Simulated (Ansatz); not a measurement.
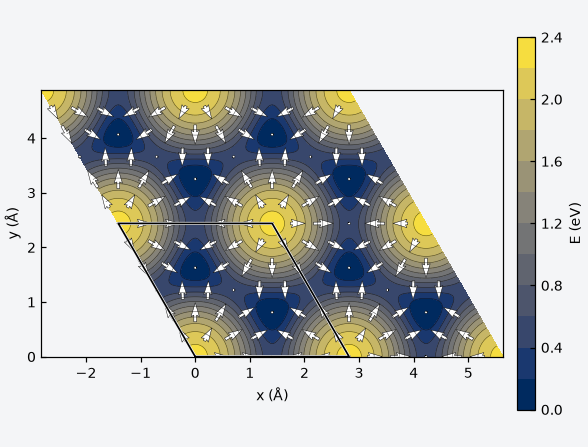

Energy landscape of Pt on an Al(111) slab cut from the Fm-3m phase, its upper half relaxed before the scan (12 atoms of substrate and one adsorbate in a 2 × 2 cell). 
- Pt is moved over the surface cell; relaxed at each place: the height of the adsorbate's atoms; substrate rigid; the origin of the map has the adsorbate above Al9.
- Places are given modulo a cell vector. The map is drawn in real space over the plane of the surface.
- The grid has 6 × 6 points; 10 points were computed and 26 follow by symmetry.
- Places are given in fractions of the 1 × 1 surface cell.
- All energies are given in eV relative to the lowest grid point.
- All numbers below come from DFT LDA, scalar-relativistic, plane waves, PAW in Ansatz 0.2.0. Settings: cutoff 420 eV, k-mesh 6×6×1, gaussian smearing 0.1 eV, no spin polarisation.

Drawn: filled contours, arrows along the force (downhill), their lengths compressed, the outline of one cell of the 2 × 2 shown. Between grid points the surface is interpolated. 

Summarise what can be read from the map.

The lowest grid point is at a threefold hollow over a third-layer Al atom, (4/6, 2/6) of the cell vectors. There is a further well near a threefold hollow over a second-layer Al atom, (2/6, 4/6) of the cell vectors (0.032 eV above the lowest at that grid point). The highest grid point, the top site over a surface Al atom, (0/6, 0/6) of the cell vectors, lies 2.26 eV above the lowest. On the interpolated surface the easiest way out of the lowest well to the well at a threefold hollow over a second-layer Al atom, (2/6, 4/6) of the cell vectors passes a barrier of about 0.48 eV. At the lowest point the adsorbate has 3 Al at 2.34 Å as nearest neighbours, at the highest 1 Al at 2.16 Å. Its relaxed height above the top atom is 1.68 Å at the lowest and 2.16 Å at the highest point.

The values on the grid:

```
second ↓, first →   0/6   1/6   2/6   3/6   4/6   5/6
              5/6  1.99  1.43  0.51  0.51  1.43  1.99
              4/6  1.17  0.51  0.03  0.51  1.17  1.42
              3/6  0.48  0.51  0.51  0.48  0.48  0.48
              2/6  1.17  1.43  1.17  0.48  0.00  0.48
              1/6  1.99  1.99  1.42  0.48  0.48  1.42
              0/6  2.26  1.99  1.17  0.48  1.17  1.99
```

Each point was launched as `ansatz run input.yaml --threads 1 --pin off --max-ram 3072MiB --backend cpu --events-out ev --progress --plain --runs-dir out`. The whole map (10 points run) took 3.8 min on 1 thread of AMD EPYC 9R45 96-Core Processor (Zen 5) (shared host).

PAW datasets: the set soft_1.
